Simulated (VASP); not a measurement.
Band structure of AuPd3 (ordered alloy cell). Calculation: PBEsol GGA, VASP's PBE PAW potentials (set 64) (plane waves; VASP).

Unless said otherwise, spin-orbit coupling is left out, though it shifts the bands of the heavy elements here.

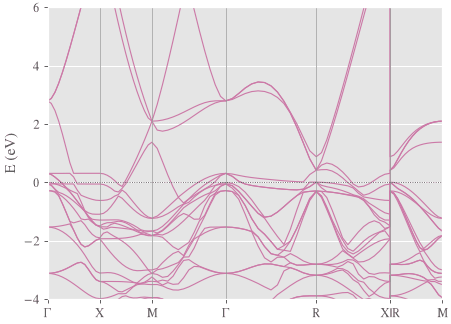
*Bands along high-symmetry lines, zero at the valence-band maximum or, without a gap, the Fermi level*

Read the plot: is there a gap, and where are the band edges?

It has no gap at this level: it comes out as a metal or semimetal. (Edges off the drawn lines would not show.)

The structure was generated: AuPd3 was put into an ordered model structure (Pm-3m), which need not be its known phase. It was relaxed first. The electron count is odd and the run is not spin-polarised, which forces a metal.
